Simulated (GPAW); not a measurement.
# Collinear magnetic orders of MnGe11 (Ge24x311 Mn2 nn) with GPAW

A self-consistent run ends on one state, which hangs on the start. Several orders of MnGe11 (Ge24x311 Mn2 nn) are started in GPAW and their energies compared.

Method: PBE; plane waves with GPAW's PAW setups, scalar-relativistic, in GPAW 26.7.0.

### Step 1. The structure

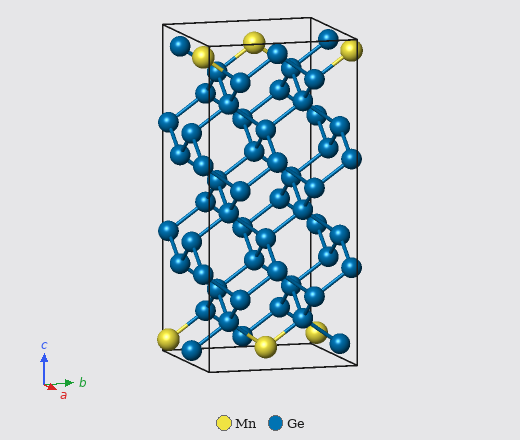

Start, viewed slightly off an axis; manganese yellow, germanium blue. This picture shows the conventional cell, with its axes. Some periodic images of atoms are drawn too.

The cell is a made-up one and need not be a known phase.

### Step 2. Order 1, typed as ferro ++

The parallel start comes first: it fits the smallest cell, keeps the most symmetry and shows whether parallel moments form.

order1.py reads:

```python
import json
import numpy as np
from ase import Atoms
from ase.parallel import paropen, parprint
from gpaw import GPAW

atoms = Atoms(['Mn', 'Mn', 'Ge', 'Ge', 'Ge', 'Ge', 'Ge', 'Ge', 'Ge', 'Ge', 'Ge', 'Ge', 'Ge', 'Ge', 'Ge', 'Ge', 'Ge', 'Ge', 'Ge', 'Ge', 'Ge', 'Ge', 'Ge', 'Ge'],
    cell=[[16.974, 0.0, 0.0],
         [0.0, 5.658, 0.0],
         [0.0, 0.0, 5.658]],
    scaled_positions=[[0.0, 0.0, 0.0],
         [0.083333, 0.25, 0.25],
         [0.0, 0.5, 0.5],
         [0.083333, 0.75, 0.75],
         [0.166667, 0.0, 0.5],
         [0.25, 0.25, 0.75],
         [0.166667, 0.5, 0.0],
         [0.25, 0.75, 0.25],
         [0.333333, 0.0, 0.0],
         [0.416667, 0.25, 0.25],
         [0.333333, 0.5, 0.5],
         [0.416667, 0.75, 0.75],
         [0.5, 0.0, 0.5],
         [0.583333, 0.25, 0.75],
         [0.5, 0.5, 0.0],
         [0.583333, 0.75, 0.25],
         [0.666667, 0.0, 0.0],
         [0.75, 0.25, 0.25],
         [0.666667, 0.5, 0.5],
         [0.75, 0.75, 0.75],
         [0.833333, 0.0, 0.5],
         [0.916667, 0.25, 0.75],
         [0.833333, 0.5, 0.0],
         [0.916667, 0.75, 0.25]],
    pbc=True,
    magmoms=[4.5, 4.5, 0.0, 0.0, 0.0, 0.0, 0.0, 0.0, 0.0, 0.0, 0.0, 0.0, 0.0, 0.0, 0.0, 0.0, 0.0, 0.0, 0.0, 0.0, 0.0, 0.0, 0.0, 0.0])
atoms.calc = GPAW(mode={'name': 'pw', 'ecut': 450},
    xc='PBE',
    kpts={'size': (2, 5, 5), 'gamma': True},
    occupations={'name': 'fermi-dirac', 'width': 0.05},
    convergence={'density': 1e-05, 'energy': 1e-05},
    maxiter=200,
    mixer={'name': 'pulay', 'beta': 0.05, 'nmaxold': 6, 'weight': 50},
    symmetry={'tolerance': 1e-4},
    txt='order1.txt')
e = atoms.get_potential_energy(force_consistent=True)
res = {'free_energy': e, 'energy_sigma0': atoms.get_potential_energy(), 'fermi_energy': atoms.calc.get_fermi_level()}
res['moments'] = atoms.get_magnetic_moments().tolist()
res['total'] = atoms.get_magnetic_moment()
parprint('site moments (muB):', np.round(res['moments'], 3))
parprint(f"total moment: {res['total']:.3f} muB")
parprint(f'free energy: {e:.6f} eV')
atoms.calc.write('order1.gpw')
with paropen('results.json', 'w') as f:
    json.dump(res, f)
```

Run with:

```sh
> OMP_NUM_THREADS=1 mpirun -n 4 gpaw python order1.py > order1.log
```

Numbers of over 12 decimals in the logs are rounded to 6 here.

Log:

```text
site moments (muB): [ 3.043e+00  3.043e+00 -3.900e-02 -3.900e-02 -4.600e-02  2.000e-03
 -4.600e-02  2.000e-03 -8.000e-03 -4.000e-03 -4.000e-03 -2.000e-03
 -3.000e-03 -3.000e-03 -3.000e-03 -3.000e-03 -4.000e-03 -8.000e-03
 -2.000e-03 -4.000e-03  2.000e-03 -4.600e-02  2.000e-03 -4.600e-02]
total moment: 6.129 muB
free energy: -114.473109 eV

--- order1.txt ---
Input parameters:
  mode=PW(ecut=450),
  convergence={'density': 1e-05, 'energy': 1e-05},
  kpts=MonkhorstPack(size=(2, 5, 5), gamma=True),
  maxiter=200,
  mixer=Pulay(name='pulay', nmaxold=6, beta=0.05, weight=50, sigma=0.015, g_ss=None),
  occupations=Occupations(name='fermi-dirac', width=0.05),
  symmetry=Symmetry(tolerance=0.0001),
  xc=XC(name='PBE')

Diagonalizing LCAO Hamiltonian
Converting LCAO to pw mode
    .-----------------------------------------.
   /|                                         |
  / |  Ge            Ge            Ge         |
 *  |                                         |
 |  |       Ge            Ge            Ge    |
 | Ge           Ge             Ge             |
 |  |   Ge    Ge      Ge    Ge      Ge    Ge  |
 |  .-----------------------------------------.
 | / Mn   Ge       Ge  Ge        Ge  Ge      /
 |/                                         /
 Mn------------Ge------------Ge------------*

Atoms  # Å, Bohr magnetons
|    | symbol |         x |        y |        z |    initial magnetic moments |
|----|--------|-----------|----------|----------|-----------------------------|
|  0 |     Mn |  0.000000 | 0.000000 | 0.000000 | ( 0.0000,  0.0000,  4.5000) |
|  1 |     Mn |  1.414494 | 1.414500 | 1.414500 | ( 0.0000,  0.0000,  4.5000) |
|  2 |     Ge |  0.000000 | 2.829000 | 2.829000 | ( 0.0000,  0.0000,  0.0000) |
|  3 |     Ge |  1.414494 | 4.243500 | 4.243500 | ( 0.0000,  0.0000,  0.0000) |
|  4 |     Ge |  2.829006 | 0.000000 | 2.829000 | ( 0.0000,  0.0000,  0.0000) |
|  5 |     Ge |  4.243500 | 1.414500 | 4.243500 | ( 0.0000,  0.0000,  0.0000) |
|  6 |     Ge |  2.829006 | 2.829000 | 0.000000 | ( 0.0000,  0.0000,  0.0000) |
|  7 |     Ge |  4.243500 | 4.243500 | 1.414500 | ( 0.0000,  0.0000,  0.0000) |
|  8 |     Ge |  5.657994 | 0.000000 | 0.000000 | ( 0.0000,  0.0000,  0.0000) |
|  9 |     Ge |  7.072506 | 1.414500 | 1.414500 | ( 0.0000,  0.0000,  0.0000) |
| 10 |     Ge |  5.657994 | 2.829000 | 2.829000 | ( 0.0000,  0.0000,  0.0000) |
| 11 |     Ge |  7.072506 | 4.243500 | 4.243500 | ( 0.0000,  0.0000,  0.0000) |
| 12 |     Ge |  8.487000 | 0.000000 | 2.829000 | ( 0.0000,  0.0000,  0.0000) |
| 13 |     Ge |  9.901494 | 1.414500 | 4.243500 | ( 0.0000,  0.0000,  0.0000) |
| 14 |     Ge |  8.487000 | 2.829000 | 0.000000 | ( 0.0000,  0.0000,  0.0000) |
| 15 |     Ge |  9.901494 | 4.243500 | 1.414500 | ( 0.0000,  0.0000,  0.0000) |
| 16 |     Ge | 11.316006 | 0.000000 | 0.000000 | ( 0.0000,  0.0000,  0.0000) |
| 17 |     Ge | 12.730500 | 1.414500 | 1.414500 | ( 0.0000,  0.0000,  0.0000) |
| 18 |     Ge | 11.316006 | 2.829000 | 2.829000 | ( 0.0000,  0.0000,  0.0000) |
| 19 |     Ge | 12.730500 | 4.243500 | 4.243500 | ( 0.0000,  0.0000,  0.0000) |
| 20 |     Ge | 14.144994 | 0.000000 | 2.829000 | ( 0.0000,  0.0000,  0.0000) |
| 21 |     Ge | 15.559506 | 1.414500 | 4.243500 | ( 0.0000,  0.0000,  0.0000) |
| 22 |     Ge | 14.144994 | 2.829000 | 0.000000 | ( 0.0000,  0.0000,  0.0000) |
| 23 |     Ge | 15.559506 | 4.243500 | 1.414500 | ( 0.0000,  0.0000,  0.0000) |

Unit cell  # Å
| periodic |         x |        y |        z |   lengths |    angles |
|----------|-----------|----------|----------|-----------|-----------|
|      yes | 16.974000 | 0.000000 | 0.000000 | 16.974000 | 90.000000 |
|      yes |  0.000000 | 5.658000 | 0.000000 |  5.658000 | 90.000000 |
|      yes |  0.000000 | 0.000000 | 5.658000 |  5.658000 | 90.000000 |

Number of symmetries: 2

BZ-sampling:
  Number of BZ points: 50
  Number of IBZ points: 18

  Monkhorst-Pack size: [2, 5, 5]
  Monkhorst-Pack shift: [0.25, 0.0, 0.0]

K-points  # in reciprocal-cell coordinates
|     |                                coordinates |     weight |
|-----|--------------------------------------------|------------|
|   0 | (  0.00000000,   0.00000000,   0.00000000) | 0.02000000 |
|   1 | (  0.00000000,   0.20000000,  -0.20000000) | 0.04000000 |
|   2 | (  0.00000000,   0.20000000,   0.00000000) | 0.08000000 |
|   3 | (  0.00000000,   0.20000000,   0.20000000) | 0.04000000 |
|   4 | (  0.00000000,   0.40000000,  -0.40000000) | 0.04000000 |
|   5 | (  0.00000000,   0.40000000,  -0.20000000) | 0.08000000 |
|   6 | (  0.00000000,   0.40000000,   0.00000000) | 0.08000000 |
|   7 | (  0.00000000,   0.40000000,   0.20000000) | 0.08000000 |
|   8 | (  0.00000000,   0.40000000,   0.40000000) | 0.04000000 |
|   9 | (  0.50000000,   0.00000000,   0.00000000) | 0.02000000 |
| ... |                                            |            |
|  17 | (  0.50000000,   0.40000000,   0.40000000) | 0.04000000 |

Plane wave coefficients: 11808
Cutoff: 450.000000 eV

Spin-components: 2 (collinear spins)
Bands:           81
Projectors:      122
Spin-degeneracy: 1
Datatype:        complex128

Parallelization:
  kpt:    4
  domain: 1
  band:   1

Density:
  Valence electrons: 118.0
  Components: 2
  Grid points: [84 28 28]
  Charge: 0.0  # |e|

Potential:
  Grid points: [84 28 28]

species:
  Mn:
    name:    Manganese
    Z:       25.0
    valence: 15
    core:    10
    charge:  0.0  # [|e|]
    compensation charges:
      type: gauss
      rc: 0.38  # [Å]
      lmax: 2
    cutoffs:
      filter: 2.14  # [Å]
      core: 0.86  # [Å]
    projectors
    | kind |    occ | energy [eV] | rcut [Å] |
    |------|--------|-------------|----------|
    |   3s |  2.000 |     -85.859 |    1.275 |
    |   4s |  2.000 |      -5.106 |    1.275 |
    |   3p |  6.000 |     -54.597 |    1.281 |
    |   4p |  0.000 |      -1.371 |    1.281 |
    |   3d |  5.000 |      -6.771 |    1.138 |
    |    d |        |      20.441 |    1.138 |

    Using partial waves for Mn as LCAO basis

  Ge:
    name:    Germanium
    Z:       32.0
    valence: 4
    core:    28
    charge:  0.0  # [|e|]
    compensation charges:
      type: gauss
      rc: 0.32  # [Å]
      lmax: 2
    cutoffs:
      filter: 1.77  # [Å]
      core: 3.42  # [Å]
    projectors
    | kind |    occ | energy [eV] | rcut [Å] |
    |------|--------|-------------|----------|
    |   4s |  2.000 |     -11.726 |    1.005 |
    |   4p |  2.000 |      -3.896 |    1.005 |
    |    s |        |      15.485 |    1.005 |
    |    p |        |      23.315 |    1.005 |
    |    d |        |       0.000 |    1.005 |

    Using partial waves for Ge as LCAO basis

Reference energy: -1319176.208901  # eV

eigensolver:
  PPCG
  Converge bands: occupied
  niter=2

density mixing:
  Pulay-Mixer
  Linear mixing parameters: 0.05
  Old densities: 6
  Fourier metric: weight=50, sigma=0.015

occupation numbers:
  Fermi-Dirac:
    width: 0.0500  # eV

poisson solver:
  ecut: 3600.000000  # eV

xc functional:
  name: PBE with 2 nearest neighbor stencil

convergence criteria:
- Maximum integral of absolute [dens]ity change: 1e-05 electrons / valence electron
- Maximum [total energy] change in last 3 cyles: 1e-05 eV / valence electron
- Maximum integral of absolute [eigenst]ate change: 4e-08 eV^2 / valence electron
maximum number of iterations: 200

SCF iterations
|iter     |      energy | eigst |  dens |  magmom |
|---------|-------------|-------|-------|---------|
|iter:   1|       0s | -115.630606 | +0.10 |       |  +9.0194|
|iter:   2|      20s | -114.483494 | -1.21 | -0.85 |  +8.8422|
|iter:   3|      41s | -114.296601 | -2.42 | -0.97 |  +8.7840|
|iter:   4|      62s | -114.325243 | -1.99 | -0.98 |  +8.3706|
|iter:   5|      84s | -115.052615 | -1.48 | -1.08 |  +8.0763|
|iter:   6|     106s | -114.481496 | -1.87 | -1.15 |  +7.3379|
|iter:   7|     127s | -114.466250 | -2.02 | -1.56 |  +7.0572|
|iter:   8|     149s | -114.429365 | -2.70 | -1.70 |  +7.0023|
|iter:   9|     171s | -114.473987 | -2.41 | -1.79 |  +6.8291|
|iter:  10|     192s | -114.415666 | -2.62 | -1.85 |  +6.7588|
[... 20 iterations left out ...]
|iter:  31|     647s | -114.455911c| -6.84 | -4.01 |  +6.1290|
|iter:  32|     669s | -114.455913c| -7.33 | -4.25 |  +6.1293|
|iter:  33|     679s | -114.455912c| -8.40c| -4.53 |  +6.1294|
|iter:  34|     690s | -114.455912c| -7.89c| -4.57 |  +6.1292|
|iter:  35|     700s | -114.455913c| -8.27c| -4.71 |  +6.1291|
|iter:  36|     711s | -114.455913c| -8.40c| -4.71 |  +6.1293|
|iter:  37|     721s | -114.455912c| -8.49c| -4.77 |  +6.1294|
|iter:  38|     731s | -114.455912c| -8.45c| -4.83 |  +6.1293|
|iter:  39|     741s | -114.455912c| -8.13c| -4.85 |  +6.1294|
|iter:  40|     750s | -114.455911c| -8.22c| -5.15c|  +6.1295|

Converged in 40 steps
Energy contributions relative to reference atoms: (reference = -1319176.208901)

Energy contributions:
  Kinetic:         296.652527
  Coulomb:        -263.764622
  Zero:              0.438374
  External:          0.000000
  Xc:             -147.764993
  Entropy:          -0.034395
  Spinorbit:         0.000000
  ----------------------------
  Free energy:    -114.473109
  Extrapolated:   -114.455911

dipole moment: (-93.386776, -104.891847, -104.891847)  # |e|*Ang

Total magnetic moment: (0.000000, 0.000000, 6.129467)

Local magnetic moments
|        x |        y |         z |
|----------|----------|-----------|
| 0.000000 | 0.000000 |  3.042819 |  # Mn   0
| 0.000000 | 0.000000 |  3.042832 |  # Mn   1
| 0.000000 | 0.000000 | -0.039015 |  # Ge   2
| 0.000000 | 0.000000 | -0.039015 |  # Ge   3
| 0.000000 | 0.000000 | -0.045567 |  # Ge   4
| 0.000000 | 0.000000 |  0.002158 |  # Ge   5
| 0.000000 | 0.000000 | -0.045567 |  # Ge   6
| 0.000000 | 0.000000 |  0.002158 |  # Ge   7
| 0.000000 | 0.000000 | -0.007785 |  # Ge   8
| 0.000000 | 0.000000 | -0.003559 |  # Ge   9
| 0.000000 | 0.000000 | -0.004260 |  # Ge  10
| 0.000000 | 0.000000 | -0.001712 |  # Ge  11
| 0.000000 | 0.000000 | -0.003338 |  # Ge  12
| 0.000000 | 0.000000 | -0.003338 |  # Ge  13
| 0.000000 | 0.000000 | -0.003338 |  # Ge  14
| 0.000000 | 0.000000 | -0.003338 |  # Ge  15
| 0.000000 | 0.000000 | -0.003559 |  # Ge  16
| 0.000000 | 0.000000 | -0.007785 |  # Ge  17
| 0.000000 | 0.000000 | -0.001712 |  # Ge  18
| 0.000000 | 0.000000 | -0.004259 |  # Ge  19
| 0.000000 | 0.000000 |  0.002158 |  # Ge  20
| 0.000000 | 0.000000 | -0.045567 |  # Ge  21
| 0.000000 | 0.000000 |  0.002158 |  # Ge  22
| 0.000000 | 0.000000 | -0.045567 |  # Ge  23

Fermi level: 5.351
Eigenvalues  # (at kpt = [0.000, 0.000, 0.000])
| band index |      eig [eV] | occ [0-1] |      eig [eV] | occ [0-1] |
|------------|---------------|-----------|---------------|-----------|
|          0 |       -74.996 |     1.000 |       -71.634 |     1.000 |
|        ... |               |           |               |           |
|         51 |         3.587 |     1.000 |         4.907 |     1.000 |
|         52 |         3.656 |     1.000 |         5.003 |     0.999 |
|         53 |         3.918 |     1.000 |         5.095 |     0.994 |
|         54 |         4.045 |     1.000 |         5.323 |     0.636 |
|         55 |         4.219 |     1.000 |         5.327 |     0.618 |
|         56 |         4.292 |     1.000 |         5.617 |     0.005 |
|         57 |         4.545 |     1.000 |         5.909 |     0.000 |
|         58 |         4.619 |     1.000 |         6.243 |     0.000 |
|         59 |         4.956 |     1.000 |         6.293 |     0.000 |
|         60 |         5.081 |     0.996 |         6.328 |     0.000 |
|         61 |         5.269 |     0.838 |         6.350 |     0.000 |
|         62 |         5.656 |     0.002 |         6.432 |     0.000 |
|         63 |         6.409 |     0.000 |         6.544 |     0.000 |
|         64 |         6.425 |     0.000 |         6.775 |     0.000 |
|         65 |         6.464 |     0.000 |         6.814 |     0.000 |
|         66 |         6.704 |     0.000 |         7.001 |     0.000 |
|        ... |               |           |               |           |
|         80 |         8.548 |     0.000 |         8.747 |     0.000 |

No gap
No difference between direct/indirect transitions
```

The job ended after 13 min (4 MPI ranks of Arm Neoverse V1, shared host; peak memory 2.1 GiB; 52 min of CPU time).

Spin moment in the augmentation sphere by atom:

```
atom  spin moment in the augmentation sphere (μB)
 Mn1                                         3.04
 Mn2                                         3.04
 Ge3                                        -0.04
 Ge4                                        -0.04
 Ge5                                        -0.05
 Ge6                                         0.00
 Ge7                                        -0.05
 Ge8                                         0.00
 Ge9                                        -0.01
Ge10                                         0.00
Ge11                                         0.00
Ge12                                         0.00
Ge13                                         0.00
Ge14                                         0.00
Ge15                                         0.00
Ge16                                         0.00
Ge17                                         0.00
Ge18                                        -0.01
Ge19                                         0.00
Ge20                                         0.00
Ge21                                         0.00
Ge22                                        -0.05
Ge23                                         0.00
Ge24                                        -0.05
```

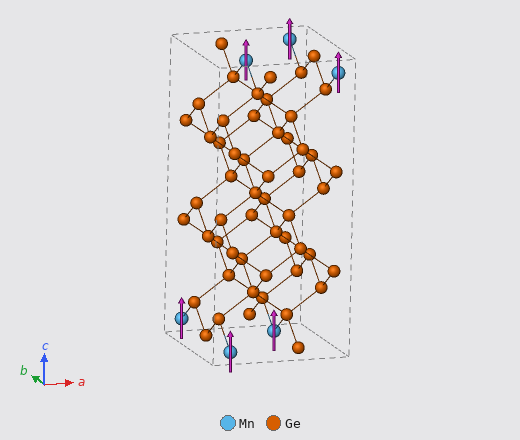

Spin moment in the augmentation sphere as arrows, the longest 3.04 μB. Up and down stand for the sign. Arrows give size and sign along the axis of quantisation, drawn up and down the page. Some periodic images of atoms are drawn too.

This step gave:

* magnetization: 6.129 μB
* final state: ferromagnetic

After 40 cycles the largest moment stands at 3.04 μB.

(Part 1 of 2 ends here.)

[Logs and program files are shortened in this print: banners, set-up blocks, solver, clock and traceback lines can be left out without a mark of their own.]

[Logs are printed without paths, hosts, clocks, repeated set-up lines and the standing remarks that a program may print on its own settings, such as how far it seeks lower states.]

[Hosts, paths, dates, database ids (printed as entryN), source tags and the programs' standing remarks are cut or masked in the printed files.]

[Where a cell is said to come from a database of computed structures, the database is the Materials Project.]
